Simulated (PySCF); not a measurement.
# F3Si, doublet, SMILES `F[Si](F)F`: electronic structure

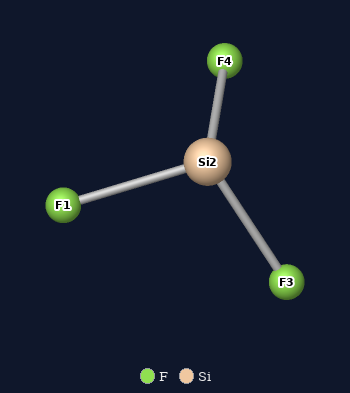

The molecule, with its atoms numbered as below. No frequency check shows the geometry to be a minimum.

Geometry (Å), atoms numbered from 1:

```
F1       1.4008    0.3804   -0.2221
Si2      0.0001    0.0001    0.4283
F3      -1.0300    1.0227   -0.2221
F4      -0.3709   -1.4033   -0.2220
```

### 1. Bonding charge

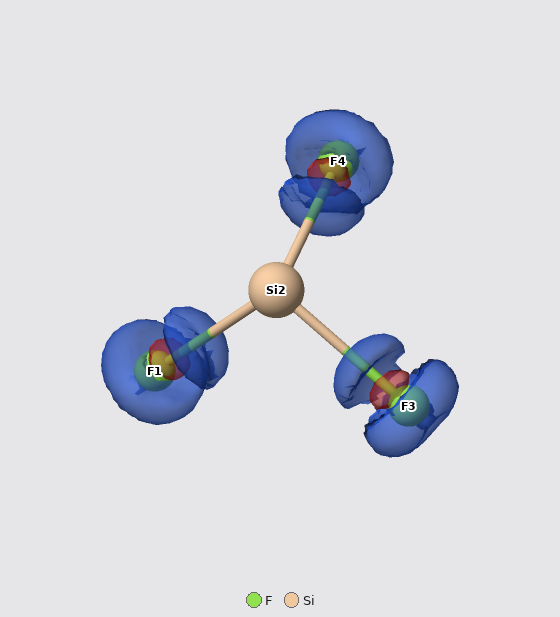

Deformation density (molecule less spherical, spin-averaged free atoms at the same positions), surfaces at ±0.15 e/Å³; blue: gain, red: loss.

Method: ωB97X/def2-SVP; geometry: GFN2-xTB; program: PySCF. The stability of the open-shell solution wasn't checked. GFN2-xTB doesn't know the spin state, so this open-shell geometry is rough.

How much density has each bond gained at its critical point, relative to the free atoms?

Answer. F1–Si2, Si2–F3 and Si2–F4: 0.00 e/Å³ at the bond critical point (bond length 1.59 Å, Mayer order 1.1); up to 0.6 Å beside the axis the gain reaches +0.23 e/Å³. In all, 0.8 electrons gather in the regions of gain relative to the promolecule. A small or negative value marks a very polar bond, one between electron-rich atoms, whose free-atom densities already overlap strongly, a long bond to a heavier atom, or a closed-shell contact such as a hydrogen bond.

Where do the Hirshfeld charges lie?

Answer. The highest Hirshfeld charge is on Si2 (+0.55 e), the lowest on F1, F3 and F4 (−0.18 e).

```json
{"atom": "F1", "charge (e)": "−0.18"}
{"atom": "Si2", "charge (e)": "+0.55"}
{"atom": "F3", "charge (e)": "−0.18"}
{"atom": "F4", "charge (e)": "−0.18"}
```

### 2. Bond critical points

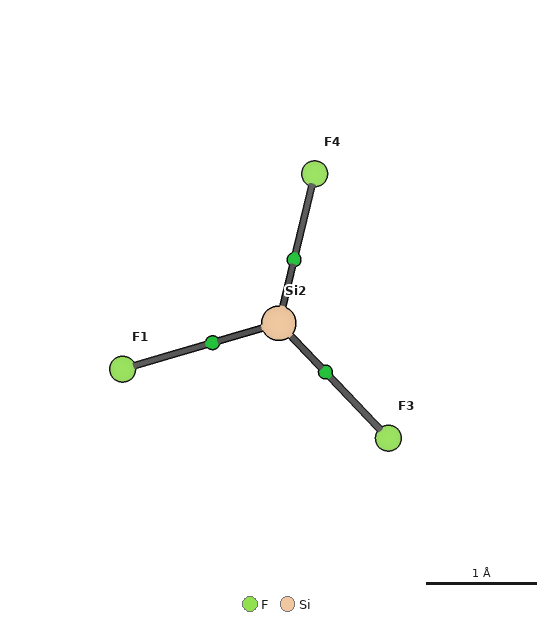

Molecular graph of the electron density (QTAIM): bond paths, bond critical points (green), ring points (magenta, if any); weak paths are dashed.

How many critical points of each kind are there, and does the count close?

Answer. 4 nuclei, 3 bond, 0 ring and 0 cage critical points: 4 − 3 + 0 − 0 = 1, as the Poincaré–Hopf relation requires.

Tabulate density, Laplacian, ellipticity and energy density at the bond critical points (atomic units).

Answer.
```tsv
bond	length (Å)	ρ (a.u.)	∇²ρ (a.u.)	ε	H (a.u.)
F1–Si2 (3 alike)	1.591	0.125	+1.18	0.03	−0.001
```

What kind of interaction is F1–Si2?

Answer. On the border between closed-shell and intermediate: ρ = 0.125, ∇²ρ = +1.18, H = −0.001 a.u.

### 3. Local ionisation energy

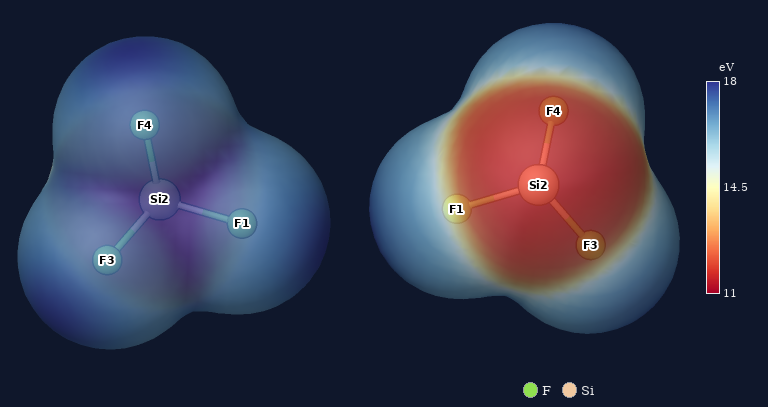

Average local ionisation energy on the surface of electron density 0.001 a.u. (back view left, front view right).

Locate the minima of the map.

Answer. The lowest value is 11.7 eV, 2.3 Å from Si2. For comparison, the highest occupied orbital lies at −10.4 eV.

### 4. Spin density

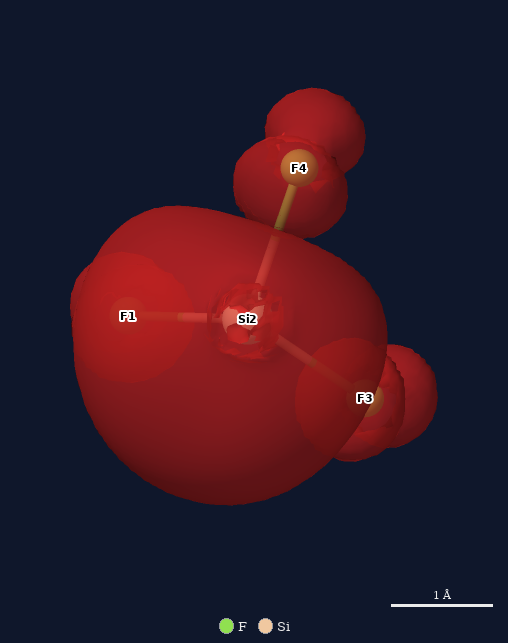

Spin density ρα − ρβ at ±0.01 e/Å³ (red: excess α, blue: excess β).

How is the spin shared among the atoms?

Answer. Hirshfeld spin populations: Si2 +0.77 and F1, F3 and F4 +0.08. ⟨S²⟩ = 0.75, as for a pure state.

### 5. In an electric field

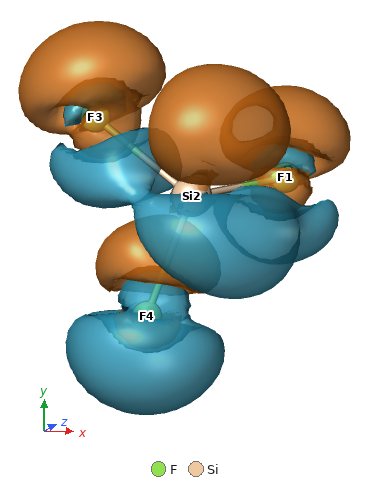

Change of the electron density in a uniform field of 0.21 V/Å, surfaces at ±0.001 e/Å³ (light blue: gain, orange: loss).

Method: B3LYP/6-31+G*; geometry: GFN2-xTB; program: PySCF. The basis has diffuse s and p functions alone, which still leaves polarisabilities too small, most of all across bonds. The stability of the open-shell solution wasn't checked. GFN2-xTB doesn't know the spin state, so this open-shell geometry is rough.

The field was applied in both directions; the picture shows the one opposite to the script's first.

Along which Cartesian direction does the field point?

Answer. Along +y: electrons gather on the −y side, against the field.

What dipole is induced, and what polarisability does it imply?

Answer. The induced dipole is 0.25 D (along the field); α along this axis, from the fields in both directions, is 25 bohr³ (3.7 Å³).

The PySCF runs shown took 4.5 s and 9.6 s on 1 thread of AMD EPYC 7R43 64-Core Processor (Zen 3) (shared host).
